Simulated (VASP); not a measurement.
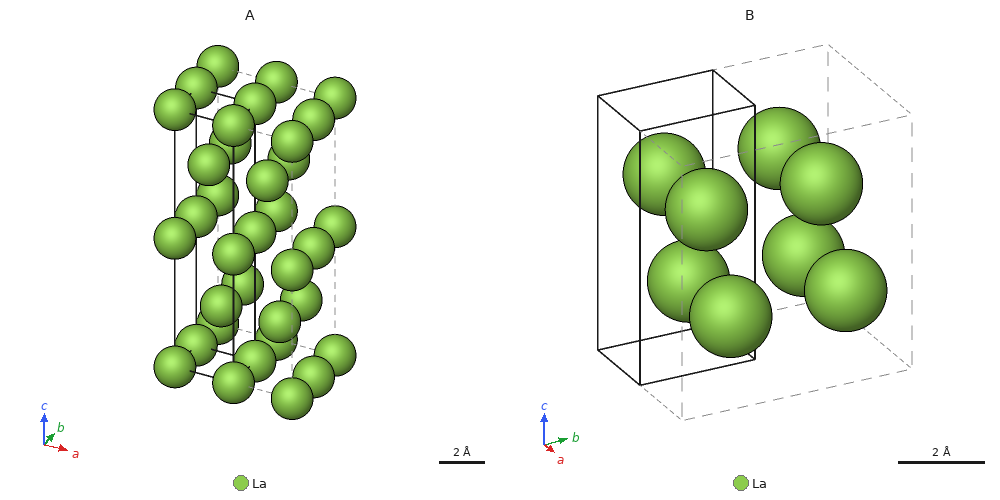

Two structures of La, each relaxed (cell and atoms) at zero pressure; conventional cells in solid outline, small ones repeated, each panel with its own scale. Alike in all runs: VASP 6.6.1; functional PBE; VASP's PAW PBE potentials, release 64 (La); cutoff 600 eV; occupations methfessel-paxton, width 0.1 eV; no spin polarisation; no spin-orbit coupling. The k meshes have like spacings.

Question: Name the structure in each panel.

Answer: A: double hexagonal close-packed (α-La type), P6₃/mmc; B: hexagonal close-packed (Mg type), P6₃/mmc.

Question: Which of these is lowest in energy, and how far above it do the others lie?

Answer: A, then B (+31 meV/atom), static energies at zero smearing.

Question: Collect the results in a table.

Answer:
| panel | space group | E − E(lowest) (meV/atom) | volume (Å³/atom) |
| --- | --- | --- | --- |
| A | P6₃/mmc | 0 | 37.2 |
| B | P6₃/mmc | 31 | 37.6 |

The starts are database entries or structure types tried for this composition, and the most stable form need not be among them. Approximate functionals can misorder forms that lie within a few tens of meV/atom, as they do the rutile and anatase forms of TiO₂.
